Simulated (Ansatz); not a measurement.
Start from NiO in the rock salt structure (space group Fm-3m, No. 225; a = 4.191 Å; ferromagnetic). Axes: x, y, z lie along the cube axes.

Structures relaxed with Ansatz (a program for electronic structure) r2SCAN, no spin-orbit coupling, earlier PAW set.

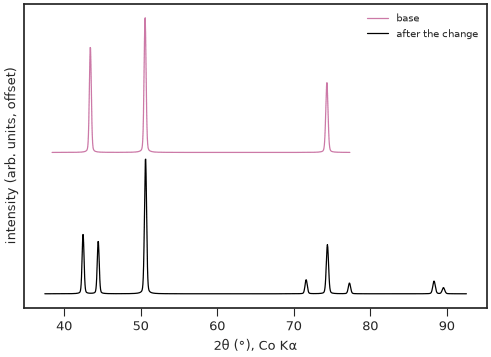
Simulated powder patterns before (top) and after one change

**Question.** Which change produced these results?
A) biaxial strain +0.53 %, plane normal [001], relaxed out of plane
B) strain tensor (xx, yy, zz, yz, xz, xy) = (+1.01, −1.40, −2.85, −1.43, +0.28, −0.18) %
C) tensor shear ε_xz = −3.25 %
D) uniaxial stress, 3 GPa compression along z

**Answer.** C, tensor shear ε_xz = −3.25 %. Its volume per atom is 9.19 Å³ against 9.20 Å³, and its space group is Immm (No. 71).

Stability under load was not tested beyond the relaxation. No Hubbard U is applied and the magnetic state is the run's own (NiO ferromagnetic); other magnetic orders, which need larger cells, were not tried and can change the gap. In its common phase, real NiO is an antiferromagnetic insulator at low temperature.
